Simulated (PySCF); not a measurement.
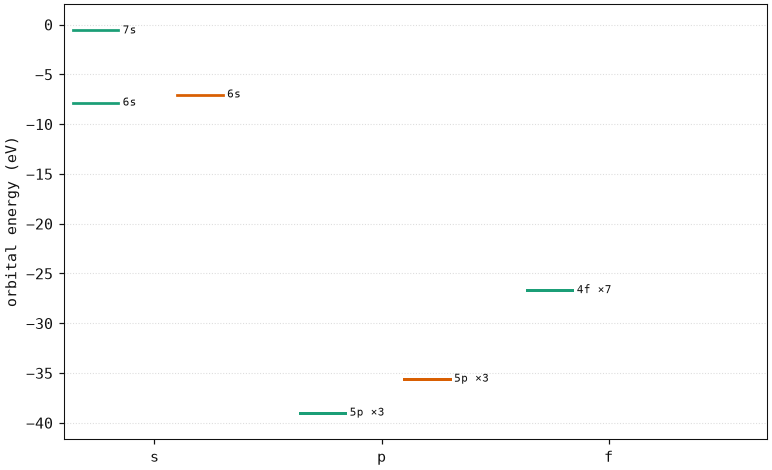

Orbital energies of the mean field, from the top down to −39.0 eV, by angular momentum, α spin at the left of each column and β at the right; ×n counts the orbitals under one label. The highest filled orbital is 7s α at −0.593 eV, the lowest empty one d α at −0.330 eV.

Atomic calculation for Gd

System: Gd, configuration 1s2 2s2 2p6 3s2 3p6 3d10 4s2 4p6 4d10 4f7 5s2 5p6 6s2 7s1, multiplicity 9.
Method: unrestricted HF, ANO-RCC-VTZP, spin-free X2C-1e, Gaussian nucleus (PySCF).

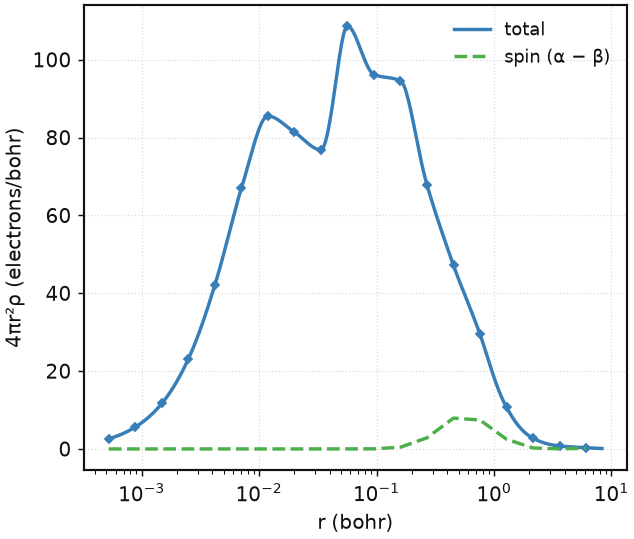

Spherically averaged radial density 4πr²ρ of the mean field and its spin part; markers are the stored points, which are sparse, and the line is a monotone interpolation between them. The largest stored value is 109 electrons/bohr at r = 0.057 bohr. Root-mean-square radii of the shells: 4d 0.688, 4f 0.917, 5s 1.43, 5p 1.67, 6s 4.02, 7s 6.87 bohr.

These pictures come from the run below.

## Input
```python
from pyscf import gto, scf, dft, mp, cc
import basis_set_exchange as bse
mol = gto.M(atom="Gd 0 0 0", charge=0, spin=8, symmetry="D2h",
            basis=gto.basis.parse(bse.get_basis("ANO-RCC-VTZP", elements=["Gd"], fmt="nwchem")),
            nucmod="G")
mf = scf.UHF(mol).sfx2c1e()
mf.irrep_nelec = {'Ag': (11, 10), 'B1g': (2, 2), 'B2g': (2, 2), 'B3g': (2, 2), 'Au': (1, 0), 'B1u': (6, 4), 'B2u': (6, 4), 'B3u': (6, 4)}
mf.kernel()
```

The script is an equivalent of what the driver set up; the driver started from orbitals of its own, so the log can be shorter than this script's would be, and it computed the properties (radii, ⟨L²⟩, response) afterwards. It held the occupations shell by shell, which the script's counts by irreducible representation don't always enforce.

## The program's output (extracts)
```
damping factor = 0
level_shift factor = 0
DIIS = <class 'pyscf.scf.diis.CDIIS'>
diis_start_cycle = 1
diis_space = 10
diis_damp = 0
SCF conv_tol = 1e-09
SCF conv_tol_grad = None
number electrons alpha = 36  beta = 28
cycle= 1 E= -11266.1397070887  delta_E= -5.46e-10  |g|= 2.89e-05  |ddm|= 3.81e-05
converged SCF energy = -11266.1397070887  <S^2> = 20.006241  2S+1 = 9.0013869
```

## Results in brief

```tsv
quantity	value
outcome	converged
total energy	−11266.1397 hartree
⟨S²⟩	20.006
SCF iterations	1
hardware	1 CPU thread, shared host
CPU time	1.3 s (integrals apart)
```

## Remarks

Radii and densities are those of the two-component orbitals, without the picture-change correction, so the innermost s shells come out slightly too small (about 1 % for 1s near Z = 40, more for heavier atoms). This is not the ground configuration of the species.
